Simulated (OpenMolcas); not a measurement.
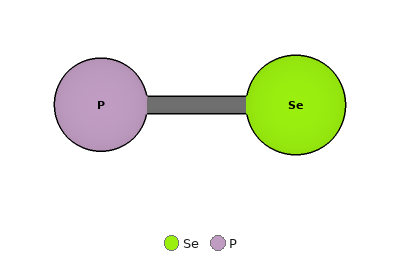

The molecule at the reference distance of 2.051 Å.

**Run report: SeP, relativistic diatomic calculation (part 1 of 2)**

System: SeP.
Method: SA-CASSCF(9,7)/XMS-CASPT2 + RASSI spin-orbit (X2C scalar, AMFI), ANO-RCC-VTZP (OpenMolcas).

## Input
```
&GATEWAY
Coord
2
angstrom
Se 0.0 0.0 0.0
P 0.0 0.0 2.0510
Basis=ANO-RCC-VTZP
Group=XY
RX2C
AMFI
ANGMom
0.0 0.0 0.0
RICD
&SEWARD
&GUESSORB
&RASSCF
FileOrb=$CurrDir/o22.orb
Symmetry=2
Spin=2
nActEl=9 0 0
Inactive=12 8
RAS2=3 4
CIRoot=8 8 1
Linear
Iterations=120 100
OrbListing=Nothing
PRWF=0.15
>>COPY $Project.RasOrb $CurrDir/o22.orb
>>COPY $Project.rasscf.h5 $CurrDir/r22.h5
&CASPT2
XMultistate=all
Imaginary=0.2
IPEA=0.25
MaxIter=40
>>COPY $Project.JobMix JOB001
&RASSCF
FileOrb=$CurrDir/o42.orb
Symmetry=2
Spin=4
nActEl=9 0 0
Inactive=12 8
RAS2=3 4
CIRoot=2 2 1
Linear
Iterations=120 100
OrbListing=Nothing
PRWF=0.15
>>COPY $Project.RasOrb $CurrDir/o42.orb
>>COPY $Project.rasscf.h5 $CurrDir/r42.h5
&CASPT2
XMultistate=all
Imaginary=0.2
IPEA=0.25
MaxIter=40
>>COPY $Project.JobMix JOB002
&RASSCF
FileOrb=$CurrDir/o41.orb
Symmetry=1
Spin=4
nActEl=9 0 0
Inactive=12 8
RAS2=3 4
CIRoot=2 2 1
Linear
Iterations=120 100
OrbListing=Nothing
PRWF=0.15
>>COPY $Project.RasOrb $CurrDir/o41.orb
>>COPY $Project.rasscf.h5 $CurrDir/r41.h5
&CASPT2
XMultistate=all
Imaginary=0.2
IPEA=0.25
MaxIter=40
>>COPY $Project.JobMix JOB003
&RASSCF
FileOrb=$CurrDir/o21.orb
Symmetry=1
Spin=2
nActEl=9 0 0
Inactive=12 8
RAS2=3 4
CIRoot=5 5 1
Linear
Iterations=120 100
OrbListing=Nothing
PRWF=0.15
>>COPY $Project.RasOrb $CurrDir/o21.orb
>>COPY $Project.rasscf.h5 $CurrDir/r21.h5
&CASPT2
XMultistate=all
Imaginary=0.2
IPEA=0.25
MaxIter=40
>>COPY $Project.JobMix JOB004
&RASSI
Nr of JobIphs=4 8 2 2 5
1 2 3 4 5 6 7 8
1 2
1 2
1 2 3 4 5
SpinOrbit
EJob
Omega
MEES
MESO
Properties=4
'AngMom' 3 'Mltpl  1' 1 'Mltpl  1' 2 'Mltpl  1' 3
Thrs=1.0d-4
>>COPY $Project.rassi.h5 $CurrDir/so.h5
```

The first orbital files come from an earlier step.

Hardware: 1 thread of Arm Neoverse V1, 24 GiB of memory available, shared host.

Command:
```bash
pymolcas m.inp (one call a module block, same work directory)
```

## Output (extracts)
```
++    Wave function specifications:
      Number of closed shell electrons          40
      Number of electrons in active shells       9
      Number of inactive orbitals               20
      Number of active orbitals                  7
      Number of secondary orbitals              50
      Spin quantum number                      0.5
      State symmetry                             2
++    Orbital specifications:
      Symmetry species                           1   2
                                                 a   b
      Frozen orbitals                            0   0
      Inactive orbitals                         12   8
      Active orbitals                            3   4
      RAS2 orbitals                              3   4
      Secondary orbitals                        26  24
      Number of basis functions                 41  36
      printout of CI-coefficients larger than  0.15 for root  1
      energy=   -2769.714963
      conf/sym  111 2222     Coeff  Weight
           141  022 u220  -0.15355 0.02358
           145  022 uu2d  -0.20267 0.04107
           149  022 u022   0.91551 0.83817
           194  022 0u22  -0.18888 0.03568
      printout of CI-coefficients larger than  0.15 for root  2
      energy=   -2769.714963
      conf/sym  111 2222     Coeff  Weight
            67  022 2u02  -0.15355 0.02358
           148  022 uud2   0.20267 0.04107
           149  022 u022  -0.18888 0.03568
           194  022 0u22  -0.91551 0.83817
      printout of CI-coefficients larger than  0.15 for root  3
      energy=   -2769.607202
      conf/sym  111 2222     Coeff  Weight
           147  022 udu2  -0.48436 0.23460
           148  022 uud2  -0.62527 0.39096
           192  022 022u   0.56007 0.31368
      printout of CI-coefficients larger than  0.15 for root  4
      energy=   -2769.607202
      conf/sym  111 2222     Coeff  Weight
            68  022 20u2   0.56007 0.31368
           143  022 ud2u  -0.48436 0.23460
           145  022 uu2d   0.62527 0.39096
      printout of CI-coefficients larger than  0.15 for root  5
      energy=   -2769.581047
      conf/sym  111 2222     Coeff  Weight
            65  022 202u  -0.22440 0.05036
            68  022 20u2   0.43961 0.19326
           143  022 ud2u   0.62171 0.38652
           147  022 udu2   0.31735 0.10071
           192  022 022u   0.22440 0.05036
           193  022 02u2  -0.43961 0.19326
      printout of CI-coefficients larger than  0.15 for root  6
      energy=   -2769.581047
      conf/sym  111 2222     Coeff  Weight
            65  022 202u   0.43961 0.19326
            68  022 20u2   0.22440 0.05036
           143  022 ud2u   0.31735 0.10071
           147  022 udu2  -0.62171 0.38652
           192  022 022u  -0.43961 0.19326
           193  022 02u2  -0.22440 0.05036
      printout of CI-coefficients larger than  0.15 for root  7
      energy=   -2769.555588
      conf/sym  111 2222     Coeff  Weight
            65  022 202u   0.16354 0.02675
            68  022 20u2   0.38231 0.14616
           143  022 ud2u   0.30696 0.09422
           193  022 02u2   0.81641 0.66653
      printout of CI-coefficients larger than  0.15 for root  8
      energy=   -2769.555588
      conf/sym  111 2222     Coeff  Weight
            65  022 202u   0.81641 0.66653
           147  022 udu2   0.30696 0.09422
           192  022 022u   0.38231 0.14616
           193  022 02u2  -0.16354 0.02675
      Natural orbitals and occupation numbers for root  1
      sym 1:   0.035468   1.990278   1.966622
      sym 2:   1.028724   0.113213   1.969953   1.895741
      Natural orbitals and occupation numbers for root  2
      sym 1:   0.035468   1.990278   1.966622
      sym 2:   0.113213   1.028724   1.895741   1.969953
      Natural orbitals and occupation numbers for root  3
      sym 1:   0.032539   1.992968   1.970359
      sym 2:   0.691499   1.316150   1.345022   1.651463
      Natural orbitals and occupation numbers for root  4
      sym 1:   0.032539   1.992968   1.970359
      sym 2:   1.316150   0.691499   1.651463   1.345022
      Natural orbitals and occupation numbers for root  5
      sym 1:   0.026560   1.997655   1.976406
      sym 2:   1.004297   1.004297   1.495392   1.495392
      Natural orbitals and occupation numbers for root  6
      sym 1:   0.026560   1.997655   1.976406
      sym 2:   1.004297   1.004297   1.495392   1.495392
      Natural orbitals and occupation numbers for root  7
      sym 1:   0.027740   1.980331   1.952696
      sym 2:   0.466542   1.580468   1.102549   1.889675
      Natural orbitals and occupation numbers for root  8
      sym 1:   0.027740   1.980331   1.952696
      sym 2:   1.580468   0.466542   1.889675   1.102549
      RASSCF energy for state  8                  -2769.55558821
::    RASSCF root number  1 Total energy:  -2769.71496256
::    RASSCF root number  2 Total energy:  -2769.71496256
::    RASSCF root number  3 Total energy:  -2769.60720245
::    RASSCF root number  4 Total energy:  -2769.60720245
::    RASSCF root number  5 Total energy:  -2769.58104674
::    RASSCF root number  6 Total energy:  -2769.58104674
::    RASSCF root number  7 Total energy:  -2769.55558821
::    RASSCF root number  8 Total energy:  -2769.55558821
      Von Neumann Entropy (Root   1) =  0.95662
++    Wave function specifications:
      Number of closed shell electrons           2
      Number of electrons in active shells       9
      Number of inactive orbitals                1
      Number of active orbitals                  7
      Number of secondary orbitals              50
      Spin quantum number                      0.5
      State symmetry                             2
      Number of CSFs                           248
      Number of CASSCF root(s) available         8
      CASPT2 state passed to geometry opt.       8
      A file JOBMIX will be created
      This is a MULTI-STATE CASSCF reference
      Number of CI roots used                    8
      These are:                                 1   2   3   4   5   6   7   8
      Off-diagonal elements of Heff are computed
  FINAL CASPT2 RESULT:
      Reference energy:       -2769.7149625580
      E2 (Non-variational):      -0.2287490784
      Shift correction:          -0.0029849240
      E2 (Variational):          -0.2317340023
      Total energy:           -2769.9466965603
      Reference weight:           0.89474
  FINAL CASPT2 RESULT:
      Reference energy:       -2769.7149625566
      E2 (Non-variational):      -0.2287490775
      Shift correction:          -0.0029849239
      E2 (Variational):          -0.2317340014
      Total energy:           -2769.9466965579
      Reference weight:           0.89474
  FINAL CASPT2 RESULT:
      Reference energy:       -2769.6072024545
      E2 (Non-variational):      -0.2230906503
      Shift correction:          -0.0025964281
      E2 (Variational):          -0.2256870784
      Total energy:           -2769.8328895329
      Reference weight:           0.90114
  FINAL CASPT2 RESULT:
      Reference energy:       -2769.6072024545
      E2 (Non-variational):      -0.2230906503
      Shift correction:          -0.0025964280
      E2 (Variational):          -0.2256870783
      Total energy:           -2769.8328895328
      Reference weight:           0.90114
  FINAL CASPT2 RESULT:
      Reference energy:       -2769.5810467427
      E2 (Non-variational):      -0.2253911512
      Shift correction:          -0.0025492484
      E2 (Variational):          -0.2279403996
      Total energy:           -2769.8089871423
      Reference weight:           0.90077
  FINAL CASPT2 RESULT:
      Reference energy:       -2769.5810467427
      E2 (Non-variational):      -0.2253911518
      Shift correction:          -0.0025492484
      E2 (Variational):          -0.2279404003
      Total energy:           -2769.8089871430
      Reference weight:           0.90077
  FINAL CASPT2 RESULT:
      Reference energy:       -2769.5555882065
      E2 (Non-variational):      -0.2230679308
      Shift correction:          -0.0028611050
      E2 (Variational):          -0.2259290358
      Total energy:           -2769.7815172422
      Reference weight:           0.89951
  FINAL CASPT2 RESULT:
      Reference energy:       -2769.5555882059
      E2 (Non-variational):      -0.2230679265
      Shift correction:          -0.0028611049
      E2 (Variational):          -0.2259290314
      Total energy:           -2769.7815172373
      Reference weight:           0.89951
       Total XMS-CASPT2 energies:
::    XMS-CASPT2 Root  1     Total energy:  -2769.94621002
::    XMS-CASPT2 Root  2     Total energy:  -2769.94621002
::    XMS-CASPT2 Root  3     Total energy:  -2769.83118645
::    XMS-CASPT2 Root  4     Total energy:  -2769.83118645
::    XMS-CASPT2 Root  5     Total energy:  -2769.80893543
::    XMS-CASPT2 Root  6     Total energy:  -2769.80893543
::    XMS-CASPT2 Root  7     Total energy:  -2769.78375858
::    XMS-CASPT2 Root  8     Total energy:  -2769.78375858
++    Wave function specifications:
      Number of closed shell electrons          40
      Number of electrons in active shells       9
      Number of inactive orbitals               20
      Number of active orbitals                  7
      Number of secondary orbitals              50
      Spin quantum number                      1.5
      State symmetry                             2
      printout of CI-coefficients larger than  0.15 for root  1
      energy=   -2769.632782
      conf/sym  111 2222     Coeff  Weight
            54  022 uu2u  -0.94996 0.90243
            55  022 uuu2   0.26787 0.07175
      printout of CI-coefficients larger than  0.15 for root  2
      energy=   -2769.632782
      conf/sym  111 2222     Coeff  Weight
            54  022 uu2u  -0.26787 0.07175
            55  022 uuu2  -0.94996 0.90243
      Natural orbitals and occupation numbers for root  1
      sym 1:   0.035452   1.991328   1.972946
      sym 2:   1.004499   0.999203   1.995164   1.001408
      Natural orbitals and occupation numbers for root  2
      sym 1:   0.035452   1.991328   1.972946
      sym 2:   0.999203   1.004499   1.001408   1.995164
      RASSCF energy for state  2                  -2769.63278248
::    RASSCF root number  1 Total energy:  -2769.63278248
::    RASSCF root number  2 Total energy:  -2769.63278248
      Von Neumann Entropy (Root   1) =  1.63110
++    Wave function specifications:
      Number of closed shell electrons           2
      Number of electrons in active shells       9
      Number of inactive orbitals                1
      Number of active orbitals                  7
      Number of secondary orbitals              50
      Spin quantum number                      1.5
      State symmetry                             2
      Number of CSFs                           112
      Number of CASSCF root(s) available         2
      CASPT2 state passed to geometry opt.       2
      A file JOBMIX will be created
      This is a MULTI-STATE CASSCF reference
      Number of CI roots used                    2
      These are:                                 1   2
      Off-diagonal elements of Heff are computed
  FINAL CASPT2 RESULT:
      Reference energy:       -2769.6327824823
      E2 (Non-variational):      -0.2194588210
      Shift correction:          -0.0025823413
      E2 (Variational):          -0.2220411623
      Total energy:           -2769.8548236446
      Reference weight:           0.90181
  FINAL CASPT2 RESULT:
      Reference energy:       -2769.6327824823
      E2 (Non-variational):      -0.2194588211
      Shift correction:          -0.0025823413
      E2 (Variational):          -0.2220411624
      Total energy:           -2769.8548236446
      Reference weight:           0.90181
       Total XMS-CASPT2 energies:
::    XMS-CASPT2 Root  1     Total energy:  -2769.85482364
::    XMS-CASPT2 Root  2     Total energy:  -2769.85482364
++    Wave function specifications:
      Number of closed shell electrons          40
      Number of electrons in active shells       9
      Number of inactive orbitals               20
      Number of active orbitals                  7
      Number of secondary orbitals              50
      Spin quantum number                      1.5
      State symmetry                             1
      printout of CI-coefficients larger than  0.15 for root  1
      energy=   -2769.593275
      conf/sym  111 2222     Coeff  Weight
            96  02u uu22  -0.97645 0.95345
      printout of CI-coefficients larger than  0.15 for root  2
      energy=   -2769.481384
      conf/sym  111 2222     Coeff  Weight
            39  u22 u0u2   0.67898 0.46101
            47  u22 0u2u  -0.67898 0.46101
      Natural orbitals and occupation numbers for root  1
      sym 1:   0.024471   1.974241   1.005987
      sym 2:   1.021135   1.021135   1.976515   1.976515
      Natural orbitals and occupation numbers for root  2
      sym 1:   0.984124   1.993645   1.952946
      sym 2:   0.570105   0.570105   1.464538   1.464538
      RASSCF energy for state  2                  -2769.48138448
::    RASSCF root number  1 Total energy:  -2769.59327472
::    RASSCF root number  2 Total energy:  -2769.48138448
      Von Neumann Entropy (Root   1) =  1.61886
++    Wave function specifications:
      Number of closed shell electrons           2
      Number of electrons in active shells       9
      Number of inactive orbitals                1
      Number of active orbitals                  7
      Number of secondary orbitals              50
      Spin quantum number                      1.5
      State symmetry                             1
      Number of CSFs                           112
      Number of CASSCF root(s) available         2
      CASPT2 state passed to geometry opt.       2
      A file JOBMIX will be created
      This is a MULTI-STATE CASSCF reference
      Number of CI roots used                    2
      These are:                                 1   2
      Off-diagonal elements of Heff are computed
  FINAL CASPT2 RESULT:
      Reference energy:       -2769.5932747179
      E2 (Non-variational):      -0.2382938013
      Shift correction:          -0.0036322459
      E2 (Variational):          -0.2419260472
      Total energy:           -2769.8352007651
      Reference weight:           0.88546
  FINAL CASPT2 RESULT:
      Reference energy:       -2769.4813844809
      E2 (Non-variational):      -0.2343508662
      Shift correction:          -0.0036313205
      E2 (Variational):          -0.2379821867
      Total energy:           -2769.7193666676
      Reference weight:           0.88871
       Total XMS-CASPT2 energies:
::    XMS-CASPT2 Root  1     Total energy:  -2769.83520077
::    XMS-CASPT2 Root  2     Total energy:  -2769.71936667
++    Wave function specifications:
      Number of closed shell electrons          40
      Number of electrons in active shells       9
      Number of inactive orbitals               20
      Number of active orbitals                  7
      Number of secondary orbitals              50
      Spin quantum number                      0.5
      State symmetry                             1
      printout of CI-coefficients larger than  0.15 for root  1
      energy=   -2769.549894
      conf/sym  111 2222     Coeff  Weight
           150  02u 2022   0.68238 0.46565
           236  02u 0222  -0.68238 0.46565
      printout of CI-coefficients larger than  0.15 for root  2
      energy=   -2769.549894
      conf/sym  111 2222     Coeff  Weight
           192  02u du22  -0.48252 0.23282
           219  02u ud22  -0.83575 0.69847
      printout of CI-coefficients larger than  0.15 for root  3
      energy=   -2769.547798
      conf/sym  111 2222     Coeff  Weight
           105  u22 0022   0.85679 0.73409
           150  02u 2022  -0.26291 0.06912
           236  02u 0222  -0.26291 0.06912
      printout of CI-coefficients larger than  0.15 for root  4
      energy=   -2769.544203
      conf/symSPIN-FREE ENERGIES:
  (Shifted by EMIN (a.u.) =      -2769.9462100198)
 SF State       Relative EMIN(au)   Rel lowest level(eV)    D:o, cm**(-1)      Abs_M
     1             0.0000000000        0.0000000000              0.0000         1.0
     2             0.0000000023        0.0000000630              0.0005         1.0
     9             0.0913863752        2.4867499524          20056.9910         1.0
    10             0.0913863752        2.4867499524          20056.9910         1.0
    11             0.1110092544        3.0207156985          24363.7152         0.0
     3             0.1150235663        3.1299506908          25244.7548         1.0
     4             0.1150235707        3.1299508085          25244.7558         1.0
     5             0.1372745897        3.7354318815          30128.2900         3.0
     6             0.1372745938        3.7354319929          30128.2909         3.0
    13             0.1453175473        3.9542919079          31893.5151         0.0
    14             0.1543868598        4.2010804742          33883.9991         2.0
    15             0.1548099078        4.2125921954          33976.8474         2.0
     7             0.1624514420        4.4205289358          35653.9704         1.0
     8             0.1624514448        4.4205290109          35653.9710         1.0
    16             0.1660174854        4.5175659194          36436.6264         0.0
    17             0.1739766425        4.7341456157          38183.4595         0.0
    12             0.2268433526        6.1727220840          49786.3612         0.0
```

(Continued in part 2.) Outcome of the run: converged.
